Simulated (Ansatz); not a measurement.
# Fields on a plane of NiO (rock salt)

```xyz
2
Lattice="0.0000 2.1087 2.1087 2.1087 0.0000 2.1087 2.1087 2.1087 0.0000" Properties=species:S:1:pos:R:3 pbc="T T T"
O      0.0000     0.0000     0.0000
Ni     2.1087     2.1087     2.1087
```

The slice is a {100} plane (indices of the conventional cell) through the point (0.500, 0.500, 0.500) (fractional), spanned by u = [100] and v = [0 1 -1] in vectors of this cell: u (2.98 Å) and v (2.98 Å, at 90° to u). It covers one period; positions are fractions (u, v).

Atoms on it: O at (0.50, 0.50); Ni at (0.00, 0.00).

These are PBE (plane waves to 420 eV, PAW, scalar-relativistic; Ansatz, a first-principles code) values and carry that method's errors. k mesh 19×19×19. Inside the PAW spheres the values are not all-electron values, and peaks at nuclei hang on which shells count as valence. NiO is run spin-polarised and with no Hubbard U; the real compound is an antiferromagnetic insulator, a state that this run doesn't describe. NiO was relaxed with its symmetry unable to fall. Relaxed NiO ends ferromagnetic. The PAW data are Ansatz's earlier set. Other magnetic orders were not checked, so this need not be the ground state.

| v \ u | 0.00 | 0.09 | 0.19 | 0.28 | 0.38 | 0.47 | 0.56 | 0.66 | 0.75 | 0.84 | 0.94 |
|---|---|---|---|---|---|---|---|---|---|---|---|
| 0.94 | x | x | x | x | 4.6 | 7.2 | 6.7 | 2.1 | x | x | x |
| 0.84 | x | x | x | <-1.0 | 5.4 | 7.1 | 6.8 | 4.2 | x | x | x |
| 0.75 | x | x | <-1.0 | 3.4 | x | x | x | x | 2.0 | x | x |
| 0.66 | 1.5 | 2.8 | 4.4 | x | x | x | x | x | x | 4.2 | 2.2 |
| 0.56 | 6.5 | 6.8 | 6.4 | x | x | x | x | x | x | 6.7 | 6.7 |
| 0.47 | 7.1 | 7.3 | 6.8 | x | x | x | x | x | x | 7.0 | 7.2 |
| 0.38 | 4.1 | 4.7 | 5.2 | x | x | x | x | x | x | 5.4 | 4.5 |
| 0.28 | x | x | 0.3 | 4.1 | x | x | x | x | 3.3 | <-1.0 | x |
| 0.19 | x | x | x | 0.1 | 5.4 | 6.5 | 6.3 | 4.6 | <-1.0 | x | x |
| 0.09 | x | x | x | x | 4.9 | 7.3 | 6.8 | 2.8 | x | x | x |
| 0.00 | x | x | x | x | 4.4 | 7.1 | 6.5 | 1.4 | x | x | x |

Values: electrostatic potential energy of an electron, from the cell's mean, in eV. Points within 0.9 Å of a nucleus are blanked (x), as the pseudised field means little there. Values under -1 eV are set to -1. The zero, the cell's mean, hangs on the PAW cores.

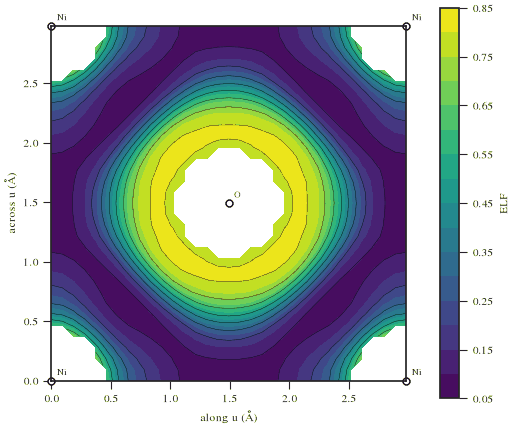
Figure. Electron localisation function (ELF), one period of the plane, atoms marked. Points within 0.4 Å of a nucleus are left white, as the pseudised field means little there.

| Quantity | Value |
|---|---|
| Density on the O–Ni line (2.11 Å) at its density minimum, 1.1 Å from O | 0.43 e/Å³ |
| ELF at that point | 0.1 |
